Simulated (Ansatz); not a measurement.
Cell of hcp Y (0 0 1) on zinc-blende AlAs (1 1 1) (film strained to the substrate, started from cuts of the bulks and a machine-learned relaxation; slabs Al12As12 and Y16, which can lie off the formulas), relaxed at this level with a, b, gamma of the cell held:

```
Al3Y4As3
1.0
    7.01507     0.00013    -0.12745
   -3.50744     6.07603     0.07731
   -1.92534     1.91411    25.19822
Al As Y
12 12 16
Direct
  0.97707   0.58910   0.13398
  0.65250   0.91226   0.13384
  0.33014   0.26610   0.13394
  0.01261   0.88350   0.26508
  0.67689   0.21105   0.26592
  0.34080   0.54716   0.26538
  0.02970   0.17113   0.39757
  0.69985   0.50179   0.39613
  0.37018   0.84162   0.39753
  0.95425   0.35701   0.52435
  0.71624   0.89595   0.52463
  0.49327   0.13576   0.52448
  0.91042   0.62582   0.03690
  0.63117   0.88298   0.03695
  0.37417   0.35705   0.03714
  0.99928   0.91919   0.16636
  0.65920   0.23810   0.16690
  0.31845   0.57835   0.16676
  0.01722   0.20289   0.29897
  0.68266   0.53847   0.29695
  0.34788   0.86851   0.29888
  0.03915   0.49495   0.43015
  0.70545   0.82565   0.43029
  0.37264   0.16205   0.43009
  0.27088   0.63645   0.61120
  0.74446   0.57085   0.61175
  0.20478   0.10045   0.61240
  0.73809   0.10047   0.61818
  0.60307   0.72704   0.73156
  0.10036   0.73275   0.72806
  0.58280   0.22395   0.73359
  0.09267   0.23052   0.73327
  0.28233   0.52281   0.84197
  0.79831   0.53405   0.84430
  0.28566   0.02947   0.85771
  0.77678   0.03290   0.84476
  0.62666   0.65134   0.94707
  0.20795   0.64017   0.97871
  0.62877   0.22186   0.98240
  0.04626   0.06013   0.98239
```

The numbers are results of PBE (plane waves to 420 eV, PAW; Ansatz, a program for electronic structure), not measurements. No spin–orbit coupling; the runs are not spin-polarised. Its k-point mesh 4×4×1, Fermi–Dirac width 0.05 eV.

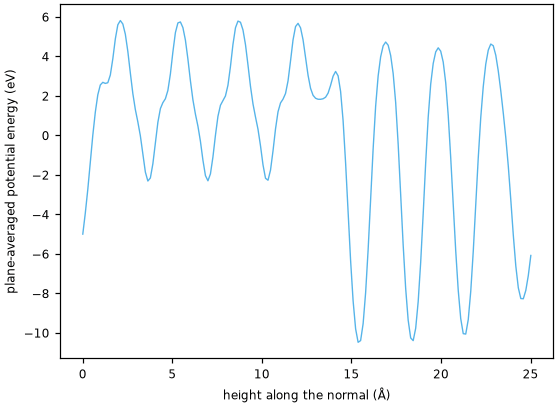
Smooth (PAW) electrostatic potential energy of an electron, averaged over planes, about its mean

The curve spans 16.3 eV over the stretch drawn.
